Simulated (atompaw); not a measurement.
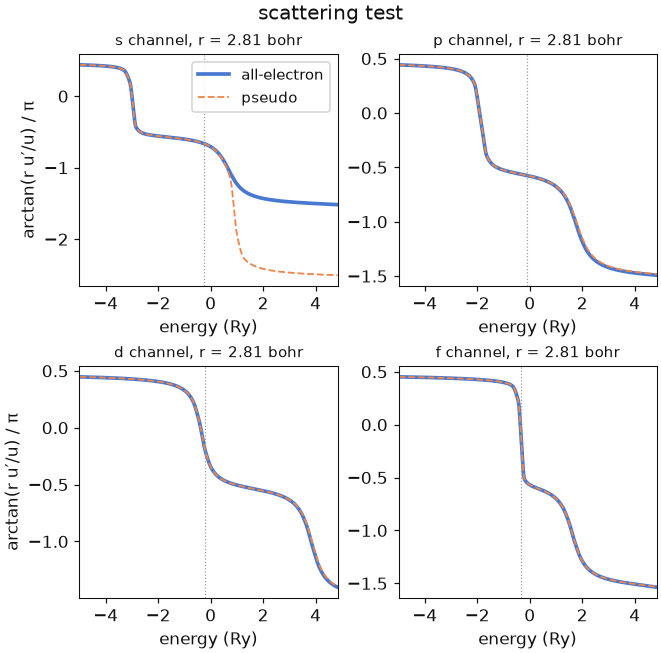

Unwrapped phase arctan(r u′/u) in units of π against energy, all-electron (solid) and pseudo (dashed); the pseudo phase is matched to the all-electron one at the reference energy. Here u = r R(r). A near-vertical step is a level narrower than the spacing of the points behind the curves. The dotted line marks the reference energy of the channel.

```
Element                 : La (Z = 57)
Generator               : atompaw 4.2.0.5
Type                    : PAW
Functional              : PBE
Relativity              : scalar-relativistic
Frozen core             : [Kr] 4d10
Valence charge          : 11
Reference configuration : 4f0 5s2 5p6 5d1 6s2 6p0
Partial waves           : 5s (bound): rc 1.70 bohr; 6s (bound): rc 2.80 bohr; 5p (bound): rc 2.05 bohr; 6p (bound, empty): rc 2.80 bohr; 5d (bound): rc 2.80 bohr; 5d channel at 1.1 Ry: rc 2.80 bohr; 4f (bound, empty): rc 1.80 bohr; 4f channel at 0.6 Ry: rc 1.80 bohr
Local potential         : troulliermartins scheme with l = 4 at 0 Ry, radius 2.45 bohr
Core correction         : smooth core density matched at 2.40 bohr
Augmentation charge     : besselshape compensation charge, radius 2.30 bohr; PAW radius 2.80 bohr; waves and projectors: custom rrkj gramschmidtortho
```

Q: Does the potential have spurious states?

A: Going away from the reference energies, the phases part by more than π/2 in: s at about 0.9 Ry (above its reference energy, pseudo phase lower). Such a step is either a state that only one of the two atoms has or an ordinary level shifted in energy. The separate test gives: no ghost state below the valence levels in the s, p, d, f channels.

Q: How far from the reference energy is each channel transferable, at a tolerance of 0.05 rad?

A: s: up to about 0.5 Ry; p: up to about 1.5 Ry; d: up to about 3.7 Ry; f: over the whole range drawn.

Q: Counted from its reference energy, which channel leaves the all-electron phase first?

A: The s channel: its phase error passes 0.05 rad 0.8 Ry above its reference energy, against 1.6 Ry for p.
